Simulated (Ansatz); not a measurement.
```tsv
atom	x (Å)	y (Å)	z (Å)
C	-0.3472	2.0488	-0.4132
O	-0.3670	0.6853	-0.8589
B	0.5028	-0.4941	-0.0093
C	0.1087	-1.8171	-0.7974
C	0.0757	-0.3764	1.5193
Cl	2.2483	0.0517	-0.3084
H	0.7027	2.3062	-0.2985
H	-0.8073	2.6720	-1.1792
H	-0.8661	2.1525	0.5401
H	-1.2718	0.3670	-0.9541
H	-0.9579	-2.0626	-0.7077
H	0.3635	-1.7698	-1.8595
H	0.6525	-2.6658	-0.3739
H	0.3458	0.5759	1.9844
H	0.5924	-1.1545	2.0887
H	-0.9982	-0.5418	1.6718
```

Geometry: PBE0-D4/def2-TZVP.

Method: RKS PBE0-D4/def2-TZVPP (Ansatz 0.2.0).

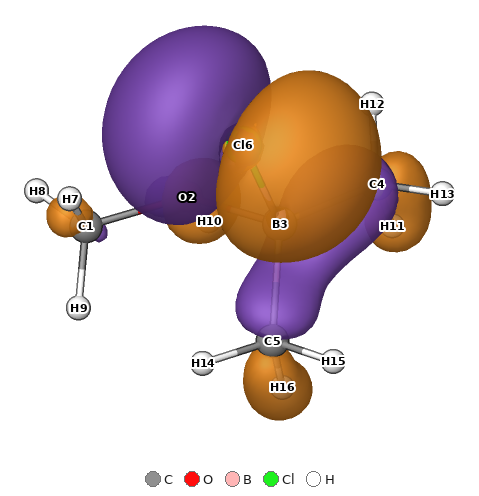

C₃H₁₀BClO (SMILES C[OH+][B-](C)(C)Cl). The HOMO−1 at ±0.08 Å⁻³ᐟ² (orange and purple are the two phases), seen at a tilt.

Q: Where does this orbital lie, and at what energy?

A: By Hirshfeld shares it lies mainly on Cl6 (about 80 %); largely a lone pair of Cl6. Its energy is −7.98 eV.
